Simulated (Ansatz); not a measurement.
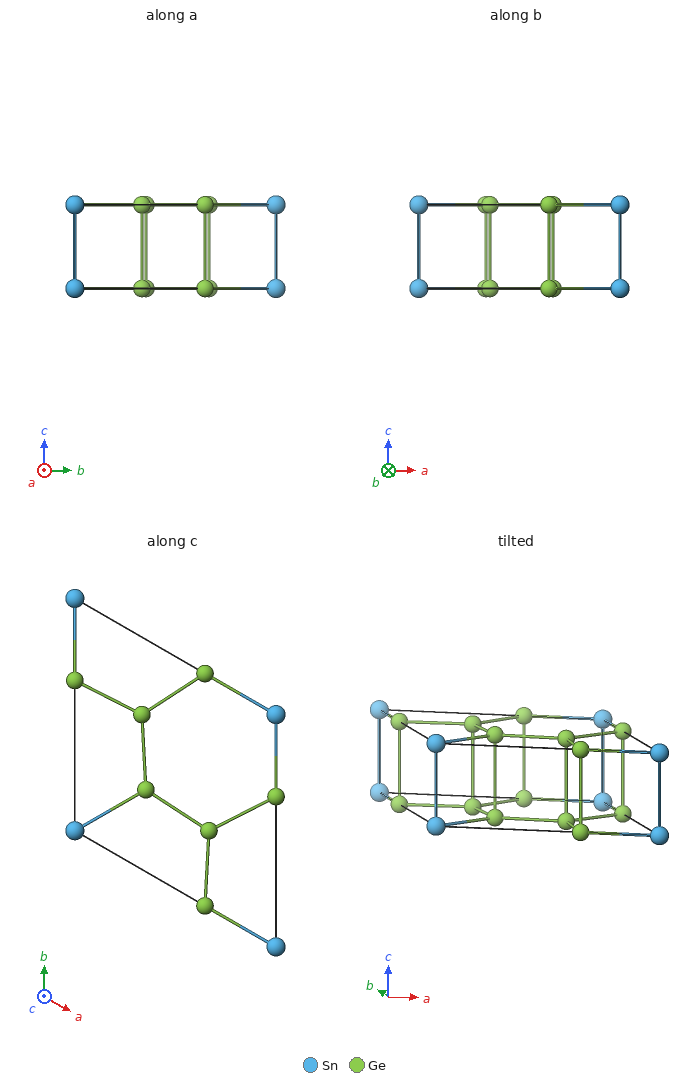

The structure above is drawn in ball-and-stick style and viewed along the a axis, along the b axis, along the c axis and slightly off an axis. The parallelepiped is the conventional unit cell.

Lattice parameters: a = 7.899 Å, b = 7.899 Å, c = 2.846 Å, α = 90.00°, β = 90.00°, γ = 120.00°. Put a along x and b in the xy plane.

Q: Put the structure into a POSCAR file, with free fractional coordinates to two decimals.

A:
```
Sn Ge
1.0
     7.899    0.000    0.000
    -3.949    6.841    0.000
     0.000    0.000    2.846
Sn Ge
1 5
Direct
  0.00 0.00 0.00
  0.65 0.00 0.00
  0.00 0.65 0.00
  0.35 0.35 0.00
  0.3333 0.6667 0.00
  0.6667 0.3333 0.00
```

The structure comes from a random cell made by a generator, so it need not be a real form of the compound. Earlier steps of the study may have refined or changed the cell and positions. Ansatz was used for an electronic-structure calculation on it.
